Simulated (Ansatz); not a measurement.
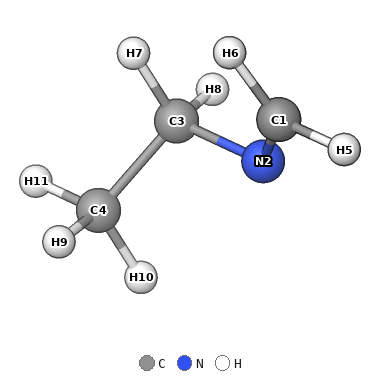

The system is C₃H₇N, SMILES C=NCC; the picture shows the reference structure. First axis: dihedral C1–N2–C3–C4. Second axis: dihedral H5–C1–N2–C3. Nothing is relaxed (all other coordinates rigid). The grid has 12 × 12 points. Energies: kJ/mol, counted from the relaxed molecule at the same level. The dihedral twists a double bond; near 90° a spin-restricted reference is unreliable. All numbers below come from Ansatz 0.2.0, RKS PBE0-D4/def2-SVP.

Its coordinates:

| atom | x (Å) | y (Å) | z (Å) |
| --- | --- | --- | --- |
| C | -0.7454 | 1.7467 | 0.3514 |
| N | -0.6801 | 0.7438 | -0.4104 |
| C | -0.3065 | -0.5284 | 0.1542 |
| C | 0.9253 | -1.0850 | -0.5403 |
| H | -1.0234 | 2.7280 | -0.0609 |
| H | -0.5367 | 1.7012 | 1.4410 |
| H | -0.1394 | -0.4696 | 1.2514 |
| H | -1.1523 | -1.2198 | -0.0069 |
| H | 1.7984 | -0.4367 | -0.3690 |
| H | 0.7598 | -1.1469 | -1.6259 |
| H | 1.1657 | -2.0906 | -0.1641 |

Range: dihedral C1–N2–C3–C4 from −180 to 150°; dihedral H5–C1–N2–C3 from −180 to 150°.

### What will the energy surface look like?

The lowest grid point is at dihedral C1–N2–C3–C4 = −120°, dihedral H5–C1–N2–C3 = −180°, 0.05 kJ/mol from the relaxed molecule at the same level. There are further wells near dihedral C1–N2–C3–C4 = −120°, dihedral H5–C1–N2–C3 = 0° (2.2 kJ/mol above the lowest at that grid point); dihedral C1–N2–C3–C4 = 120°, dihedral H5–C1–N2–C3 = −180° (4.9 kJ/mol above the lowest at that grid point); dihedral C1–N2–C3–C4 = 120°, dihedral H5–C1–N2–C3 = 0° (7 kJ/mol above the lowest at that grid point). The highest grid point, dihedral C1–N2–C3–C4 = 0°, dihedral H5–C1–N2–C3 = −90°, lies 249 kJ/mol above the lowest. On the interpolated surface the easiest way out of the lowest well to the well at dihedral C1–N2–C3–C4 = 120°, dihedral H5–C1–N2–C3 = −180° passes a barrier of about 11 kJ/mol. Round the minimum the valley is somewhat tilted: raising dihedral C1–N2–C3–C4 shifts the best value of dihedral H5–C1–N2–C3 downwards (coupling k₁₂/√(k₁₁k₂₂) about 0.3).

```
dihedral H5–C1–N2–C3 ↓, dihedral C1–N2–C3–C4 →  −180  −150  −120  −90  −60  −30    0   30   60   90  120  150
                                           150    49    47    37   36   47   60   60   59   56   54   47   44
                                           120   147   152   142  132  139  156  157  149  151  158  153  144
                                            90   225   233   240  229  223  236  249  237  225  230  239  231
                                            60   139   137   149  157  154  154  167  163  144  136  144  148
                                            30    45    38    43   53   58   62   69   69   52   40   43   50
                                             0    13     7     2    9   19   29   31   34   21   12    7   11
                                           −30    51    49    39   37   49   63   63   63   59   57   49   46
                                           −60   148   153   143  133  140  158  160  152  153  160  154  145
                                           −90   225   233   240  229  223  236  249  237  226  231  239  231
                                          −120   138   136   148  156  152  152  164  162  143  135  143  147
                                          −150    43    36    41   51   56   58   65   65   50   39   41   47
                                          −180    11     4     0    6   16   25   26   29   18   10    5    9
```

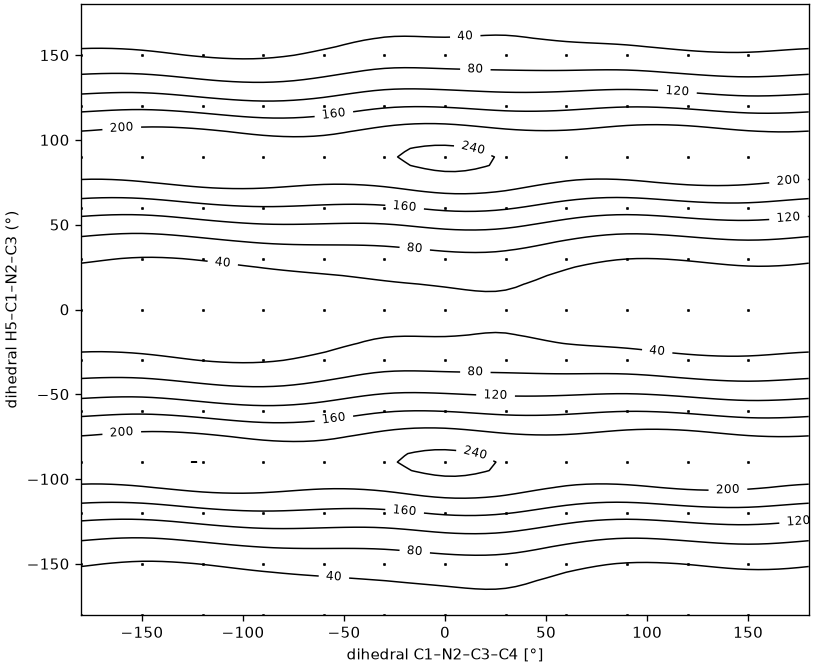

The picture shows contour lines labelled in kJ/mol, dots at the grid points. Between grid points the surface is interpolated.

Each point was launched as `ansatz run input.yaml --threads 1 --pin off --max-ram 2560MiB --backend cpu --events-out ev --progress --plain --runs-dir out`. Time for the 144 points that were run: 9.9 min on 1 thread of Intel(R) Xeon(R) Platinum 8375C CPU @ 2.90GHz (Ice Lake), on a shared host.
